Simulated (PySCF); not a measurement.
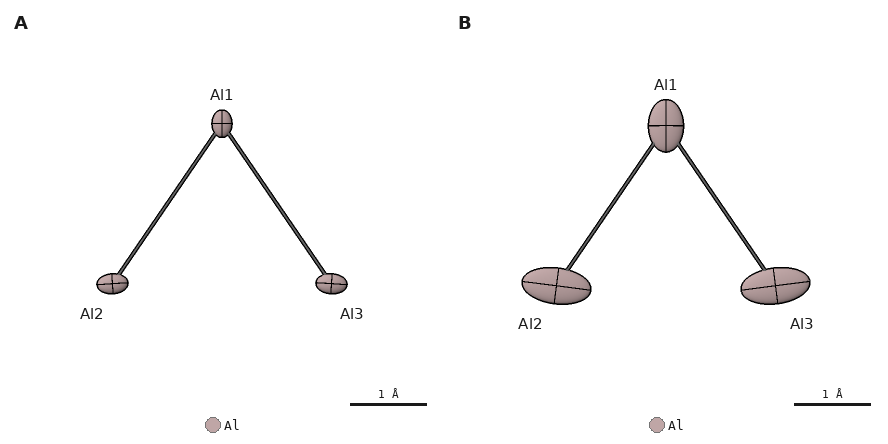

Displacement ellipsoids at the 50 % level, scaled by 3, from the internal vibrations of the free molecule (harmonic, no overall translation or rotation; no half-axis is drawn under 0.075 Å). The species is neutral and a spin quartet. Vibrations computed with UKS-based PBE0, Al def2-TZVP; non-relativistic; density fitting (PySCF 2.14.0). One panel is for 0 K (zero-point motion alone), the other for 600 K.

### Which panel is for 600 K?

B.

### How much does the mean-square displacement of Al2 grow, and why?

U_eq goes from 0.00095 to 0.0042 Å², a factor of 4.4. Modes below kT (417 cm⁻¹ at 600 K) grow about in proportion to T, and the lowest lies at 157 cm⁻¹; the mean-square amplitude of a mode is its zero-point value times coth(ħω/2kT), which comes close to 1 only above about 3kT.

This isn't the lowest structure that the search found: a doublet minimum of D3h symmetry lies 12 kJ/mol lower at the level of the geometry.
